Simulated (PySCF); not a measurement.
**C₄H₄F₂O: NMR shifts at several levels of theory, part 1 of 2**

Aim: compute the NMR shifts of C₄H₄F₂O (`F[C@@H]1C=CO[C@@H]1F`) at several levels, and see how far they spread and what each costs.

Computed with PySCF 2.14.0, with density-fitted response routines of our own, on a single molecule in the gas phase. Atoms count from 0, in the outputs and in this text.

## (1) The molecule as given

11 atoms, charge 0, multiplicity 1; geometry from: PBE0-D3(BJ)/def2-SVP.

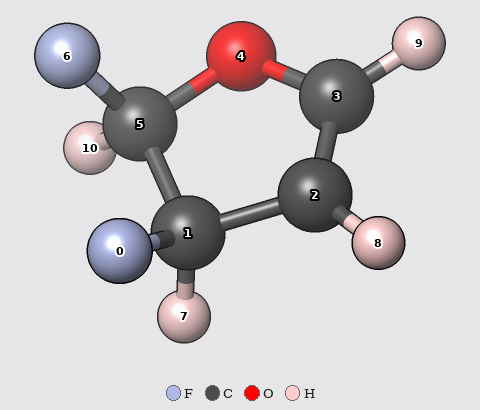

The starting geometry (fluorine light blue, carbon dark grey, oxygen red, hydrogen pink), atoms numbered.

## (2) Nuclear shieldings: CAM-B3LYP/pcSseg-1

The job: settings as JSON, then the geometry in Å.

```
{"job": {"kind": "nmr", "xc": "CAM-B3LYP", "basis": "pcSseg-1", "pop": false}, "charge": 0, "multiplicity": 1}
F      1.132085    -0.290628     1.726397
C      0.135917    -0.478598     0.811007
C      0.613422    -0.884384    -0.546489
C      0.055494    -0.056500    -1.430577
O     -0.733229     0.913324    -0.889935
C     -0.584441     0.862066     0.502379
F      0.182052     1.898692     0.905982
H     -0.570961    -1.213184     1.238563
H      1.256650    -1.734819    -0.760690
H      0.113709    -0.041070    -2.519086
H     -1.578592     0.969266     0.961531
```

Level: GIAO CAM-B3LYP/pcSseg-1 NMR shielding, non-relativistic, gas phase.

Launch:

```console
OMP_NUM_THREADS=1 python probes_run.py task.json out
```

The driver reads the jobs from task.json and runs them one after another.

Log:

```text
coarse grid: 10088 points
cycle   1  E = -429.3019184864  dE =  1.378e+00  |g| = 8.916e-01  |ddm| = 2.956e+00
cycle   2  E = -429.2441370573  dE =  5.778e-02  |g| = 1.137e+00  |ddm| = 1.136e+00
cycle   3  E = -429.4386861361  dE = -1.945e-01  |g| = 6.682e-02  |ddm| = 6.524e-01
cycle   4  E = -429.4392501805  dE = -5.640e-04  |g| = 3.883e-02  |ddm| = 6.490e-02
cycle   5  E = -429.4395760638  dE = -3.259e-04  |g| = 1.028e-02  |ddm| = 3.536e-02
cycle   6  E = -429.4395979072  dE = -2.184e-05  |g| = 3.779e-03  |ddm| = 1.084e-02
cycle   7  E = -429.4396005919  dE = -2.685e-06  |g| = 7.216e-04  |ddm| = 2.707e-03
final grid: 100736 points
cycle   8  E = -429.5136308164  dE = -2.646e-05  |g| = 5.148e-03  |ddm| = 1.368e-02
cycle   9  E = -429.5136288755  dE =  1.941e-06  |g| = 6.491e-03  |ddm| = 6.742e-03
cycle  10  E = -429.5136351595  dE = -6.284e-06  |g| = 3.257e-04  |ddm| = 3.472e-03
cycle  11  E = -429.5136351761  dE = -1.660e-08  |g| = 1.691e-04  |ddm| = 3.723e-04
cycle  12  E = -429.5136351820  dE = -5.889e-09  |g| = 5.361e-05  |ddm| = 1.473e-04
cycle  13  E = -429.5136351825  dE = -5.782e-10  |g| = 1.078e-05  |ddm| = 4.314e-05
converged SCF energy = -429.5136351825

GIAO shielding tensors (ppm)
atom      isotropic    diamagn.    paramagn.     s11        s22        s33       span
  0 F      410.925     470.383     -59.458    380.022    417.426    435.327     55.305
  1 C       87.797     242.443    -154.645     53.423     79.645    130.324     76.901
  2 C       73.862     256.587    -182.725    -29.993    107.522    144.056    174.049
  3 C       21.579     250.663    -229.084    -88.332     57.998     95.072    183.404
  4 O      159.454     397.545    -238.091     97.039    127.001    254.321    157.282
  5 C       72.279     240.889    -168.610     53.082     73.484     90.271     37.189
  6 F      342.960     471.162    -128.203    247.054    345.190    436.635    189.581
  7 H       25.826      28.714      -2.888     22.704     25.791     28.981      6.277
  8 H       25.936      30.256      -4.319     24.681     25.642     27.486      2.805
  9 H       24.821      28.784      -3.963     22.718     24.815     26.930      4.212
 10 H       25.699      27.995      -2.296     22.692     24.287     30.118      7.426
```

Run time: 26 s. Hardware: 1 thread of Arm Neoverse V1, shared host; peak memory 0.72 GiB.

The references, computed at this level on geometries of the same kind, shield at (ppm): 1H TMS 31.33, 13C TMS 182.4, 19F CFCl3 189.1, 17O H2O 338.6. Their shielding less the atom's gives the shift. The references are single molecules in the gas phase, so shifts against H2O, NH3, PH3, H3PO4 or CFCl3 are not on the usual liquid scales and can be off by tens of ppm.

```
atoms                                                  environment  σ (ppm)  δ (ppm)
   C3                                 alkene carbon bearing oxygen     21.6    160.9
   C5                                     sp3 CH bonded to F and O     72.3    110.2
   C2                β carbon of an enol-ether or enamine type C=C     73.9    108.6
   C1                                   allylic sp3 CH bonded to F     87.8     94.6
   H9                  hydrogen on an alkene carbon bearing oxygen    24.82     6.51
  H10                      hydrogen on an sp3 CH bonded to F and O    25.70     5.63
   H7                    hydrogen on an allylic sp3 CH bonded to F    25.83     5.50
   H8  hydrogen on a β carbon of an enol-ether or enamine type C=C    25.94     5.39
   F6                                    fluorine on an sp3 carbon    343.0   -153.9
   F0                                    fluorine on an sp3 carbon    410.9   -221.8
   O4                                                 ether oxygen    159.5    179.1
```

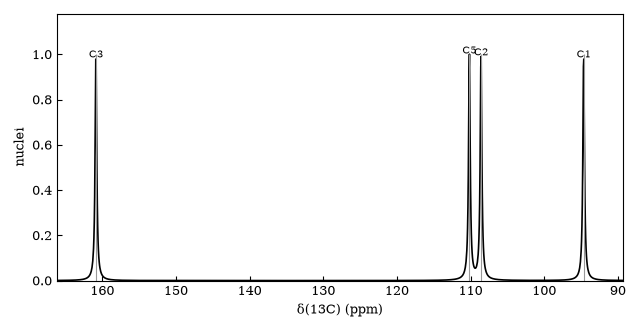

13C lines at the computed shifts, without couplings. Lines are broadened to a width of 0.26 ppm (Lorentzian).

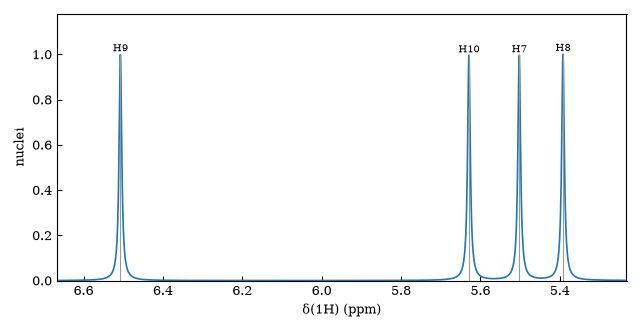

1H lines at the computed shifts, without couplings. Lines are broadened to a width of 0.01 ppm (Lorentzian).

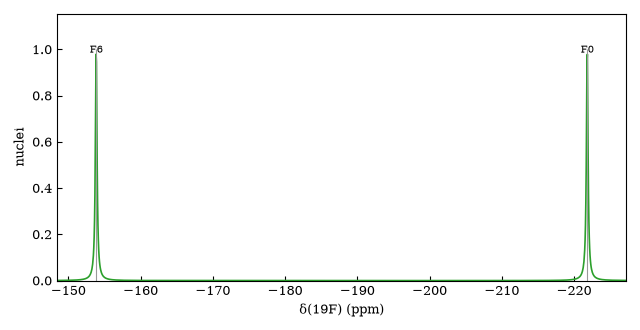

19F lines at the computed shifts, without couplings. Lines are broadened to a width of 0.27 ppm (Lorentzian).

Ring of atoms C1, C2, C3, O4, C5: NICS(0) -3.3, NICS(1) -2.7, NICS(1)zz -1.9 ppm (means of both faces).

## (3) NMR shieldings: PBE0/pcSseg-1

The job, as its differences from that of step 2:

```diff
@@ -1,2 +1,2 @@
-{"job": {"kind": "nmr", "xc": "CAM-B3LYP", "basis": "pcSseg-1", "pop": false}, "charge": 0, "multiplicity": 1}
+{"job": {"kind": "nmr", "xc": "PBE0", "basis": "pcSseg-1", "pop": false}, "charge": 0, "multiplicity": 1}
 F      1.132085    -0.290628     1.726397
```

With the program's defaults for keys left out, this is: GIAO PBE0/pcSseg-1 NMR shielding, non-relativistic, gas phase.

Log:

```text
coarse grid: 10088 points
cycle   1  E = -429.0399089339  dE =  1.226e+00  |g| = 7.907e-01  |ddm| = 2.983e+00
cycle   2  E = -428.9385299184  dE =  1.014e-01  |g| = 1.145e+00  |ddm| = 1.171e+00
cycle   3  E = -429.1444128892  dE = -2.059e-01  |g| = 7.657e-02  |ddm| = 7.348e-01
cycle   4  E = -429.1451547983  dE = -7.419e-04  |g| = 4.512e-02  |ddm| = 8.166e-02
cycle   5  E = -429.1456023131  dE = -4.475e-04  |g| = 1.363e-02  |ddm| = 4.334e-02
cycle   6  E = -429.1456421579  dE = -3.984e-05  |g| = 4.993e-03  |ddm| = 1.436e-02
cycle   7  E = -429.1456471442  dE = -4.986e-06  |g| = 9.823e-04  |ddm| = 3.851e-03
final grid: 100736 points
cycle   8  E = -429.2110536632  dE = -2.871e-05  |g| = 1.023e-02  |ddm| = 2.397e-02
cycle   9  E = -429.2110271609  dE =  2.650e-05  |g| = 1.607e-02  |ddm| = 1.534e-02
cycle  10  E = -429.2110722810  dE = -4.512e-05  |g| = 1.418e-03  |ddm| = 9.794e-03
cycle  11  E = -429.2110727388  dE = -4.578e-07  |g| = 3.855e-04  |ddm| = 1.367e-03
cycle  12  E = -429.2110727676  dE = -2.886e-08  |g| = 1.289e-04  |ddm| = 3.768e-04
cycle  13  E = -429.2110727708  dE = -3.148e-09  |g| = 1.613e-05  |ddm| = 1.036e-04
cycle  14  E = -429.2110727708  dE = -4.070e-11  |g| = 6.880e-06  |ddm| = 1.758e-05
converged SCF energy = -429.2110727708

GIAO shielding tensors (ppm)
atom      isotropic    diamagn.    paramagn.     s11        s22        s33       span
  0 F      407.290     469.721     -62.431    377.736    412.360    431.775     54.038
  1 C       90.942     242.502    -151.560     56.974     83.449    132.403     75.429
  2 C       78.471     256.606    -178.135    -20.424    109.813    146.023    166.447
  3 C       27.464     250.777    -223.313    -76.585     61.106     97.872    174.457
  4 O      154.526     396.102    -241.576     93.744    118.702    251.133    157.389
  5 C       75.935     241.126    -165.191     56.515     77.499     93.789     37.274
  6 F      339.642     470.399    -130.757    244.231    341.939    432.757    188.526
  7 H       25.741      28.584      -2.843     22.594     25.672     28.958      6.363
  8 H       25.867      30.245      -4.377     24.602     25.579     27.421      2.819
  9 H       24.770      28.626      -3.856     22.652     24.709     26.948      4.296
 10 H       25.644      27.828      -2.184     22.634     24.188     30.111      7.477
```

Run time: 20 s. Hardware: 1 thread of Arm Neoverse V1, shared host; peak memory 0.7 GiB.

In short: δ C3 156.9, C5 108.5, C2 105.9, C1 93.5, H9 6.50, H10 5.62 ppm.

## (4) NMR shieldings: HF/pcSseg-1

The job, as its differences from that of step 3:

```diff
@@ -1,2 +1,2 @@
-{"job": {"kind": "nmr", "xc": "PBE0", "basis": "pcSseg-1", "pop": false}, "charge": 0, "multiplicity": 1}
+{"job": {"kind": "nmr", "xc": "HF", "basis": "pcSseg-1", "pop": false}, "charge": 0, "multiplicity": 1}
 F      1.132085    -0.290628     1.726397
```

With the program's defaults for keys left out, this is: GIAO HF/pcSseg-1 NMR shielding, non-relativistic, gas phase.

Log:

```text
final grid: 100736 points
cycle   1  E = -427.2580316166  dE =  1.771e+00  |g| = 8.933e-01  |ddm| = 2.923e+00
cycle   2  E = -427.3897773400  dE = -1.317e-01  |g| = 5.379e-01  |ddm| = 7.889e-01
cycle   3  E = -427.4366673697  dE = -4.689e-02  |g| = 7.812e-02  |ddm| = 3.348e-01
cycle   4  E = -427.4385173557  dE = -1.850e-03  |g| = 2.202e-02  |ddm| = 9.997e-02
cycle   5  E = -427.4386726970  dE = -1.553e-04  |g| = 6.015e-03  |ddm| = 3.214e-02
cycle   6  E = -427.4386859807  dE = -1.328e-05  |g| = 1.904e-03  |ddm| = 8.915e-03
cycle   7  E = -427.4386879964  dE = -2.016e-06  |g| = 8.636e-04  |ddm| = 3.495e-03
cycle   8  E = -427.4386882801  dE = -2.837e-07  |g| = 2.282e-04  |ddm| = 1.301e-03
cycle   9  E = -427.4386883173  dE = -3.716e-08  |g| = 9.816e-05  |ddm| = 4.957e-04
cycle  10  E = -427.4386883223  dE = -4.951e-09  |g| = 4.442e-05  |ddm| = 1.608e-04
cycle  11  E = -427.4386883235  dE = -1.279e-09  |g| = 1.280e-05  |ddm| = 9.900e-05
cycle  12  E = -427.4386883237  dE = -1.371e-10  |g| = 3.266e-06  |ddm| = 3.463e-05
converged SCF energy = -427.4386883237

GIAO shielding tensors (ppm)
atom      isotropic    diamagn.    paramagn.     s11        s22        s33       span
  0 F      432.142     471.426     -39.284    404.995    438.359    453.073     48.078
  1 C      108.786     240.086    -131.300     79.018    100.997    146.343     67.325
  2 C       84.627     257.685    -173.058    -27.483    123.961    157.404    184.888
  3 C       32.102     250.294    -218.192    -92.806     77.148    111.965    204.772
  4 O      201.289     397.255    -195.965    141.415    175.409    287.044    145.629
  5 C       95.254     236.921    -141.668     81.583     94.383    109.795     28.212
  6 F      375.363     471.498     -96.136    284.524    382.401    459.163    174.639
  7 H       26.560      28.613      -2.054     23.130     26.071     30.477      7.347
  8 H       26.059      29.913      -3.854     24.175     25.654     28.348      4.173
  9 H       24.961      28.360      -3.399     22.457     24.713     27.713      5.256
 10 H       26.350      27.673      -1.323     23.207     24.452     31.391      8.184
```

Run time: 7.3 s. Hardware: 1 thread of Arm Neoverse V1, shared host; peak memory 0.73 GiB.

Key values: δ C3 158.7, C2 106.2, C5 95.6, C1 82.1, H9 6.72, H8 5.63 ppm.

## (5) NMR shieldings: PBE/pcSseg-1

The job, as its differences from that of step 4:

```diff
@@ -1,2 +1,2 @@
-{"job": {"kind": "nmr", "xc": "HF", "basis": "pcSseg-1", "pop": false}, "charge": 0, "multiplicity": 1}
+{"job": {"kind": "nmr", "xc": "PBE", "basis": "pcSseg-1", "pop": false}, "charge": 0, "multiplicity": 1}
 F      1.132085    -0.290628     1.726397
```

Level: GIAO PBE/pcSseg-1 NMR shielding, non-relativistic, gas phase.

Log:

```text
coarse grid: 10088 points
cycle   1  E = -429.0040660263  dE =  1.058e+00  |g| = 8.242e-01  |ddm| = 3.035e+00
cycle   2  E = -428.7482044959  dE =  2.559e-01  |g| = 1.507e+00  |ddm| = 1.661e+00
cycle   3  E = -429.1120088494  dE = -3.638e-01  |g| = 1.614e-01  |ddm| = 1.136e+00
cycle   4  E = -429.1161847334  dE = -4.176e-03  |g| = 8.450e-02  |ddm| = 1.827e-01
cycle   5  E = -429.1175903824  dE = -1.406e-03  |g| = 3.793e-02  |ddm| = 9.248e-02
cycle   6  E = -429.1179441839  dE = -3.538e-04  |g| = 9.209e-03  |ddm| = 3.837e-02
cycle   7  E = -429.1179603625  dE = -1.618e-05  |g| = 3.140e-03  |ddm| = 8.480e-03
cycle   8  E = -429.1179619471  dE = -1.585e-06  |g| = 5.631e-04  |ddm| = 2.388e-03
final grid: 100736 points
cycle   9  E = -429.2063389051  dE = -9.999e-06  |g| = 1.979e-02  |ddm| = 3.395e-02
cycle  10  E = -429.2060725247  dE =  2.664e-04  |g| = 4.297e-02  |ddm| = 3.758e-02
cycle  11  E = -429.2064020709  dE = -3.295e-04  |g| = 5.849e-03  |ddm| = 2.922e-02
cycle  12  E = -429.2064107902  dE = -8.719e-06  |g| = 1.049e-03  |ddm| = 5.420e-03
cycle  13  E = -429.2064109994  dE = -2.092e-07  |g| = 3.254e-04  |ddm| = 1.119e-03
cycle  14  E = -429.2064110228  dE = -2.340e-08  |g| = 5.378e-05  |ddm| = 2.966e-04
cycle  15  E = -429.2064110232  dE = -3.625e-10  |g| = 2.605e-05  |ddm| = 5.090e-05
converged SCF energy = -429.2064110232

GIAO shielding tensors (ppm)
atom      isotropic    diamagn.    paramagn.     s11        s22        s33       span
  0 F      395.580     469.240     -73.660    362.412    401.133    423.194     60.781
  1 C       82.605     243.240    -160.635     47.120     75.025    125.669     78.550
  2 C       76.028     255.773    -179.745    -17.109    104.925    140.269    157.378
  3 C       26.077     250.656    -224.579    -69.424     56.044     91.611    161.036
  4 O      135.583     396.133    -260.550     72.983     97.334    236.432    163.450
  5 C       67.493     242.620    -175.127     45.750     70.084     86.645     40.896
  6 F      322.979     470.227    -147.248    227.920    320.186    420.831    192.911
  7 H       25.465      28.698      -3.233     22.358     25.612     28.426      6.069
  8 H       25.959      30.581      -4.622     24.978     25.682     27.218      2.241
  9 H       24.816      28.959      -4.143     22.853     24.844     26.750      3.896
 10 H       25.429      28.054      -2.624     22.411     24.164     29.713      7.302
```

Run time: 20 s. Hardware: 1 thread of Arm Neoverse V1, shared host; peak memory 0.59 GiB.

In short: δ C3 154.0, C5 112.5, C2 104.0, C1 97.4, H9 6.38, H10 5.77 ppm.

## (6) Nuclear shieldings: B97-2/pcSseg-1

The job, as its differences from that of step 5:

```diff
@@ -1,2 +1,2 @@
-{"job": {"kind": "nmr", "xc": "PBE", "basis": "pcSseg-1", "pop": false}, "charge": 0, "multiplicity": 1}
+{"job": {"kind": "nmr", "xc": "B97-2", "basis": "pcSseg-1", "pop": false}, "charge": 0, "multiplicity": 1}
 F      1.132085    -0.290628     1.726397
```

Level: GIAO B97-2/pcSseg-1 NMR shielding, non-relativistic, gas phase.

Log:

```text
coarse grid: 10088 points
cycle   1  E = -429.3443195333  dE =  1.199e+00  |g| = 8.409e-01  |ddm| = 2.991e+00
cycle   2  E = -429.2110274907  dE =  1.333e-01  |g| = 1.258e+00  |ddm| = 1.283e+00
cycle   3  E = -429.4601300837  dE = -2.491e-01  |g| = 8.598e-02  |ddm| = 8.260e-01
cycle   4  E = -429.4611239909  dE = -9.939e-04  |g| = 5.121e-02  |ddm| = 9.699e-02
cycle   5  E = -429.4617098190  dE = -5.858e-04  |g| = 1.585e-02  |ddm| = 4.945e-02
cycle   6  E = -429.4617660282  dE = -5.621e-05  |g| = 5.233e-03  |ddm| = 1.639e-02
cycle   7  E = -429.4617713174  dE = -5.289e-06  |g| = 1.197e-03  |ddm| = 4.033e-03
final grid: 100736 points
cycle   8  E = -429.5184325768  dE = -5.198e-05  |g| = 1.002e-02  |ddm| = 3.006e-02
cycle   9  E = -429.5184124069  dE =  2.017e-05  |g| = 1.506e-02  |ddm| = 1.460e-02
cycle  10  E = -429.5184460320  dE = -3.363e-05  |g| = 1.153e-03  |ddm| = 1.003e-02
cycle  11  E = -429.5184462950  dE = -2.630e-07  |g| = 4.174e-04  |ddm| = 1.127e-03
cycle  12  E = -429.5184463273  dE = -3.225e-08  |g| = 1.235e-04  |ddm| = 3.500e-04
cycle  13  E = -429.5184463307  dE = -3.475e-09  |g| = 2.228e-05  |ddm| = 1.125e-04
cycle  14  E = -429.5184463309  dE = -1.119e-10  |g| = 5.956e-06  |ddm| = 2.558e-05
converged SCF energy = -429.5184463309

GIAO shielding tensors (ppm)
atom      isotropic    diamagn.    paramagn.     s11        s22        s33       span
  0 F      404.920     470.030     -65.110    377.880    409.185    427.695     49.816
  1 C       91.091     242.793    -151.702     57.610     83.670    131.994     74.384
  2 C       80.226     256.586    -176.360    -15.903    110.772    145.808    161.711
  3 C       30.025     250.802    -220.777    -70.846     62.749     98.171    169.017
  4 O      155.258     396.214    -240.957     95.437    120.463    249.873    154.436
  5 C       76.304     241.451    -165.146     57.011     78.014     93.888     36.877
  6 F      339.023     470.699    -131.675    244.945    343.556    428.570    183.626
  7 H       25.866      28.720      -2.854     22.724     25.821     29.054      6.330
  8 H       26.032      30.449      -4.418     24.781     25.757     27.558      2.777
  9 H       24.914      28.833      -3.918     22.822     24.859     27.063      4.241
 10 H       25.761      27.948      -2.187     22.759     24.342     30.182      7.422
```

It took 18 s on 1 thread of Arm Neoverse V1, shared host; peak memory 0.7 GiB.

Key values: δ C3 153.7, C5 107.4, C2 103.5, C1 92.6, H9 6.46, H10 5.61 ppm.

## (7) NMR shieldings: KT2/pcSseg-1

The job, as its differences from that of step 6:

```diff
@@ -1,2 +1,2 @@
-{"job": {"kind": "nmr", "xc": "B97-2", "basis": "pcSseg-1", "pop": false}, "charge": 0, "multiplicity": 1}
+{"job": {"kind": "nmr", "xc": "KT2", "basis": "pcSseg-1", "pop": false}, "charge": 0, "multiplicity": 1}
 F      1.132085    -0.290628     1.726397
```

With the program's defaults for keys left out, this is: GIAO KT2/pcSseg-1 NMR shielding, non-relativistic, gas phase.

Log:

```text
coarse grid: 10088 points
cycle   1  E = -435.7658155197  dE =  1.134e+00  |g| = 9.992e-01  |ddm| = 2.991e+00
cycle   2  E = -435.3526788879  dE =  4.131e-01  |g| = 1.873e+00  |ddm| = 2.193e+00
cycle   3  E = -435.9179062892  dE = -5.652e-01  |g| = 1.867e-01  |ddm| = 1.639e+00
cycle   4  E = -435.9232732567  dE = -5.367e-03  |g| = 1.120e-01  |ddm| = 2.514e-01
cycle   5  E = -435.9260286246  dE = -2.755e-03  |g| = 4.783e-02  |ddm| = 1.270e-01
cycle   6  E = -435.9265878162  dE = -5.592e-04  |g| = 1.218e-02  |ddm| = 4.934e-02
cycle   7  E = -435.9266136685  dE = -2.585e-05  |g| = 4.137e-03  |ddm| = 1.021e-02
cycle   8  E = -435.9266167203  dE = -3.052e-06  |g| = 7.140e-04  |ddm| = 3.101e-03
final grid: 100736 points
cycle   9  E = -436.0546762543  dE = -1.605e-04  |g| = 3.801e-02  |ddm| = 7.061e-02
cycle  10  E = -436.0540119619  dE =  6.643e-04  |g| = 7.434e-02  |ddm| = 7.730e-02
cycle  11  E = -436.0548984152  dE = -8.865e-04  |g| = 4.141e-03  |ddm| = 5.506e-02
cycle  12  E = -436.0549017437  dE = -3.329e-06  |g| = 1.891e-03  |ddm| = 4.755e-03
cycle  13  E = -436.0549024947  dE = -7.510e-07  |g| = 4.009e-04  |ddm| = 1.722e-03
cycle  14  E = -436.0549025346  dE = -3.992e-08  |g| = 1.278e-04  |ddm| = 4.604e-04
cycle  15  E = -436.0549025380  dE = -3.417e-09  |g| = 4.632e-05  |ddm| = 1.239e-04
cycle  16  E = -436.0549025384  dE = -4.252e-10  |g| = 6.683e-06  |ddm| = 3.412e-05
converged SCF energy = -436.0549025384

GIAO shielding tensors (ppm)
atom      isotropic    diamagn.    paramagn.     s11        s22        s33       span
  0 F      394.092     470.464     -76.372    364.100    396.706    421.472     57.372
  1 C       89.389     244.042    -154.652     55.385     81.781    131.001     75.616
  2 C       85.518     256.166    -170.648     -1.804    113.387    144.971    146.775
  3 C       36.592     251.137    -214.546    -52.549     64.869     97.456    150.005
  4 O      142.686     396.550    -253.864     76.958    107.996    243.105    166.147
  5 C       74.784     243.489    -168.705     54.040     76.884     93.428     39.388
  6 F      323.403     471.409    -148.005    224.845    325.840    419.525    194.681
  7 H       25.522      28.784      -3.263     22.330     25.571     28.664      6.334
  8 H       25.967      30.543      -4.575     24.813     25.592     27.497      2.684
  9 H       24.757      28.977      -4.220     22.743     24.618     26.910      4.168
 10 H       25.499      28.169      -2.670     22.458     24.113     29.925      7.467
```

Wall time 21 s (1 thread of Arm Neoverse V1, shared host); peak memory 0.59 GiB.

This run: δ C3 146.6, C5 108.4, C2 97.7, C1 93.8, H9 6.42, H10 5.68 ppm.

(Continued in part 2 of 2.)
